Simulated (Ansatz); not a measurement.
# GeNH₃+ (doublet): correlated methods under varied settings

Aim: run GeNH₃+ (doublet) at one geometry under a spread of methods and options, and see what each costs and gives.

The runs use Ansatz 0.2.0, Gaussian basis; the settings change from run to run.

20 further runs of the same task are left out: 1 for a known fault of the program, 8 that didn't finish, 11 set aside as unsound or not needed.

## 1. The system

The geometry is a PBE0/def2-TZVP stationary point (not a proven minimum) of the parent state, kept for this charge and spin. No spin-orbit coupling is included. The filled d shell of Ge may be among the frozen orbitals whatever the setting's name suggests; the logs give the count.

5 atoms, charge 1, spin multiplicity 2.

Atoms are counted from 1 here; the program's logs count them from 0.

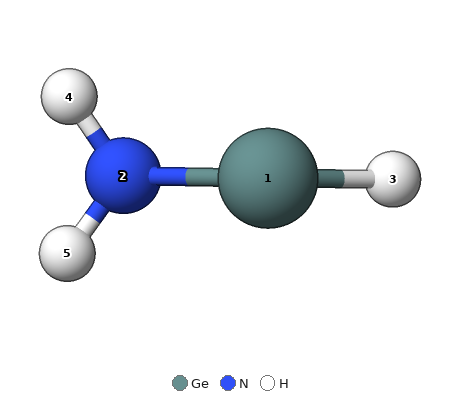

The geometry (germanium teal, nitrogen blue, hydrogen white); atoms are numbered from 1 in the order of the file.

Coordinates:

```xyz
5

Ge    0.0000    0.0444    0.3304
N     0.0000   -0.1595   -1.5058
H     0.0000   -1.3184    1.0907
H     0.8260    0.1677   -1.9887
H    -0.8260    0.1677   -1.9887
```

## 2. CCSD(T)/cc-pVDZ

in.yaml

```yaml
crystal:
  periodic: [false, false, false]
  atoms:
    - {symbol: Ge, position_ang: [0.000000, 0.044402, 0.330415]}
    - {symbol: N, position_ang: [0.000000, -0.159538, -1.505832]}
    - {symbol: H, position_ang: [0.000001, -1.318371, 1.090661]}
    - {symbol: H, position_ang: [0.825986, 0.167726, -1.988690]}
    - {symbol: H, position_ang: [-0.825986, 0.167724, -1.988690]}
basis:
  gaussian: {orbitals: cc-pVDZ, point_charges: [{charge: 0.50, position_ang: [4.908, -0.598, -0.175]}]}
total_charge: 1
magnetization: {spin_polarized: true, initial_magnetization: 1}
hamiltonian: {xc: {name: r2SCAN}}
correlation: {method: ccsd_t, electrons: valence}
scf: {lower_state_search: off}
```

Command:

```sh
ansatz run in.yaml --threads 1 --pin off --events-out ev --progress --plain --max-ram 2393MiB
```

Output, cut to the lines that bear on the results:

```text
Functional definition: r2SCAN
  name "r2SCAN"
  cite "Furness, Kaplan, Ning, Perdew & Sun, J. Phys. Chem. Lett. 11, 8208 (2020) doi:10.1021/acs.jpclett.0c02405"
  cite "Furness, Kaplan, Ning, Perdew & Sun, J. Phys. Chem. Lett. 11, 9248 (2020) doi:10.1021/acs.jpclett.0c03077"
  parent r2scan
[...]
595 factors; integrals over basis functions are off by at most 1.2e-3 eV
[...]
mean field -58044.34061761 eV, -2133.0901738298 hartree, gradient 2.4e-6 eV, S^2 0.760198; 0 other end points of the search recorded, 0 dependent functions left out
10 core orbitals not correlated: weight in the atoms' cores, before any rotation towards them, 1.000 or more for the frozen orbitals, at most 0.000 for the correlated occupied ones
reference -57991.49068425 eV, -2131.1479746020 hartree; 11, 10 occupied and 35, 36 virtual orbitals, 595 factors
second order -7.30171152 eV of doubles, -0.44339031 eV of singles
cycle   1  -7.73621056 eV  change    1.7e-3 eV  update   7.7e-2
[...]
cycle  12  -8.06687590 eV  change    1.6e-5 eV  update   2.6e-5
perturbative correction -0.26854210 eV, -0.0098687401 hartree
Total energy: -57999.82610225 eV, -2131.4542955636 hartree
Checks for a lower state left out: stability, starts, cluster_reference, orbital_swaps, neighbouring_geometries, increment
```

Run time: 6.5 s. Hardware: 1 thread of Arm Neoverse V1, shared host.

From the report: ⟨S²⟩ of the determinant 0.760 (pure doublet: 0.75); correlation -8.3354 eV; T1 0.016; largest double amplitude 0.04. The orbitals are Kohn-Sham ones, so correlation energy and T1 don't compare with those on Hartree-Fock orbitals.

## 3. CCSD(T)/cc-pVDZ

in.yaml

```yaml
crystal:
  periodic: [false, false, false]
  atoms:
    - {symbol: Ge, position_ang: [0.000000, 0.044402, 0.330415]}
    - {symbol: N, position_ang: [0.000000, -0.159538, -1.505832]}
    - {symbol: H, position_ang: [0.000001, -1.318371, 1.090661]}
    - {symbol: H, position_ang: [0.825986, 0.167726, -1.988690]}
    - {symbol: H, position_ang: [-0.825986, 0.167724, -1.988690]}
basis:
  gaussian: {orbitals: cc-pVDZ}
total_charge: 1
magnetization: {spin_polarized: false, initial_magnetization: 1}
hamiltonian: {xc: {name: r2SCAN}}
correlation: {method: ccsd_t, electrons: outside_noble_gas}
```

Same command.

Output, cut to the lines that bear on the results:

```text
Functional definition: r2SCAN
  name "r2SCAN"
  cite "Furness, Kaplan, Ning, Perdew & Sun, J. Phys. Chem. Lett. 11, 8208 (2020) doi:10.1021/acs.jpclett.0c02405"
  cite "Furness, Kaplan, Ning, Perdew & Sun, J. Phys. Chem. Lett. 11, 9248 (2020) doi:10.1021/acs.jpclett.0c03077"
  parent r2scan
[...]
595 factors; integrals over basis functions are off by at most 1.2e-3 eV
[...]
mean field -58045.72625892 eV, -2133.1410952088 hartree, gradient 7.3e-7 eV, S^2 0.750000; 2 other end points of the search recorded, 0 dependent functions left out
[...]
15 core orbitals not correlated: weight in the atoms' cores, before any rotation towards them, 0.998 or more for the frozen orbitals, at most 0.002 for the correlated occupied ones
reference -57992.74012613 eV, -2131.1938907443 hartree; 6, 5 occupied and 35, 36 virtual orbitals, 595 factors
second order -6.85050723 eV of doubles, -0.38463292 eV of singles
cycle   1  -7.30345412 eV  change   -6.9e-2 eV  update   7.5e-2
[...]
cycle  11  -7.61248044 eV  change   -6.7e-6 eV  update   7.8e-6
perturbative correction -0.24058447 eV, -0.0088413162 hartree
Total energy: -58000.59319104 eV, -2131.4824855568 hartree
```

Run time: 11 s. Hardware: 1 thread of Arm Neoverse V1, shared host.

From the report: correlation -7.8531 eV; T1 0.024; largest double amplitude 0.04. The orbitals are Kohn-Sham ones, so correlation energy and T1 don't compare with those on Hartree-Fock orbitals.

## 4. CCSD(T) on ROHF/cc-pVDZ

Edit in.yaml of step 3 so:

```diff
@@ -12,3 +12,4 @@
 magnetization: {spin_polarized: false, initial_magnetization: 1}
-hamiltonian: {xc: {name: r2SCAN}}
-correlation: {method: ccsd_t, electrons: outside_noble_gas}
+correlation: {method: ccsd_t, electrons: valence}
+accuracy: high
+output: {forces: true}
```

Same command.

Output, cut to the lines that bear on the results:

```text
Functional definition: HF
  name "HF"
  cite "Fock, Z. Phys. 61, 126 (1930) doi:10.1007/BF01340294"
  parent pbe
[...]
1220 factors; integrals over basis functions are off by at most 4.4e-9 eV
[...]
mean field -57993.33642639 eV, -2131.2158043745 hartree, gradient 1.6e-8 eV, S^2 0.750000; 3 other end points of the search recorded, 0 dependent functions left out
[...]
determinant -57993.33642639 eV, -2131.2158043745 hartree, with singles and doubles -58001.04577097 eV, -2131.4991175624 hartree
determinant -57991.15561753 eV, -2131.1356611272 hartree, with singles and doubles -57999.41443570 eV, -2131.4391670968 hartree
10 core orbitals not correlated: weight in the atoms' cores, before any rotation towards them, 1.000 or more for the frozen orbitals, at most 0.000 for the correlated occupied ones
reference -57993.33642639 eV, -2131.2158043745 hartree; 11, 10 occupied and 35, 36 virtual orbitals, 1220 factors
second order -6.92137796 eV of doubles, -0.08429249 eV of singles
cycle   1  -7.70946107 eV  change   -1.2e-4 eV  update   2.9e-3
[...]
cycle  20  -7.71198312 eV  change  -4.9e-10 eV  update   1.1e-9
perturbative correction -0.25147975 eV, -0.0092417102 hartree
[...]
Total energy: -58001.29988926 eV, -2131.5084562371 hartree
Atom 0 at     0.000000     0.044402     0.330415 Å, force    -0.000000     0.370277    -0.065508 eV/Å
Atom 1 at     0.000000    -0.159538    -1.505832 Å, force     0.000001    -0.730133     1.116599 eV/Å
Atom 2 at     0.000001    -1.318371     1.090661 Å, force     0.000000    -0.265792    -0.030306 eV/Å
Atom 3 at     0.825986     0.167726    -1.988690 Å, force     0.744392     0.312825    -0.510392 eV/Å
Atom 4 at    -0.825986     0.167724    -1.988690 Å, force    -0.744393     0.312823    -0.510392 eV/Å
Dipole moment:    -0.000000     0.092575    -0.210109 e Å
```

It took 43 s on 1 thread of Arm Neoverse V1, shared host; peak memory 0.39 GiB.

From the report: correlation -7.9635 eV; T1 0.031; largest double amplitude 0.04.

## 5. CISD/pcseg-2

Edit in.yaml of step 4 so:

```diff
@@ -9,7 +9,5 @@
 basis:
-  gaussian: {orbitals: cc-pVDZ}
+  gaussian: {orbitals: pcseg-2}
 total_charge: 1
 magnetization: {spin_polarized: false, initial_magnetization: 1}
-correlation: {method: ccsd_t, electrons: valence}
-accuracy: high
-output: {forces: true}
+correlation: {active_space: {ras: {orbitals: [5, 1, 94], electrons: 11, max_holes: 2, max_particles: 2}, fixed_orbitals: true}}
```

Same command.

Output:

```text
Functional definition: HF
  name "HF"
  cite "Fock, Z. Phys. 61, 126 (1930) doi:10.1007/BF01340294"
  parent pbe
  exchange = exact_x
  correlation = 0
707 factors; integrals over basis functions are off by at most 1.0e-3 eV
mean field evaluation 1: about -57986.1203 eV, gradient 6.3e1 eV
mean field evaluation 2: about -57986.1232 eV, gradient 6.3e1 eV
mean field evaluation 4: about -57994.6236 eV, gradient 1.2e1 eV
mean field evaluation 8: about -57995.0882 eV, gradient 4.4e-1 eV
mean field evaluation 16: about -57995.0970 eV, gradient 2.2e-6 eV
mean field evaluation 32: about -57994.8120 eV, gradient 8.1e0 eV
mean field -57995.09697400 eV, -2131.2805033058 hartree, gradient 2.2e-6 eV, S^2 0.750000; 2 other end points of the search recorded, 0 dependent functions left out
reference -57995.09697400 eV, -2131.2805033058 hartree; 21, 20 occupied and 94, 95 virtual orbitals, 707 factors
state -58002.96127166 eV, -2131.5695109142 hartree
Total energy: -58002.96127166 eV, -2131.5695109142 hartree
```

Wall time 41 s (1 thread of Arm Neoverse V1, shared host); peak memory 0.69 GiB.

From the report: 292,631 determinants.

## 6. All runs side by side

Where basis and cores are those of an earlier UCCSDT(Q)/cc-pVDZ run (-58000.8508 eV), and the state is the same kind, the miss against it is given.

| level | correlated | functions | energy (eV) | from UCCSDT(Q) (meV) | time |
| --- | --- | --- | --- | --- | --- |
| CCSD(T)/cc-pVDZ (beside a point charge, on r2SCAN orbitals) | valence | 56 | -57999.8261 |  | 6.5 s |
| CCSD(T)/cc-pVDZ (on r2SCAN orbitals) | outside noble gas | 56 | -58000.5932 | 257.6 | 11 s |
| CCSD(T) on ROHF/cc-pVDZ | valence | 56 | -58001.2999 |  | 43 s |
| CISD/pcseg-2 | outside noble gas | 115 | -58002.9613 |  | 41 s |

## 7. What came out

| quantity | value |
| --- | --- |
| runs | 4 |
| quickest | CCSD(T)/cc-pVDZ (beside a point charge, on r2SCAN orbitals), 6.5 s |
| slowest | CCSD(T) on ROHF/cc-pVDZ, 43 s |

What this shows: Total energies in different bases, with other cores or another treatment of relativity can't be set against each other. CCSD(T) on ROHF/cc-pVDZ took 7 times as long as CCSD(T)/cc-pVDZ (beside a point charge, on r2SCAN orbitals); the jobs differ in more than the method. Cores frozen from Kohn-Sham orbitals shift the total energy.
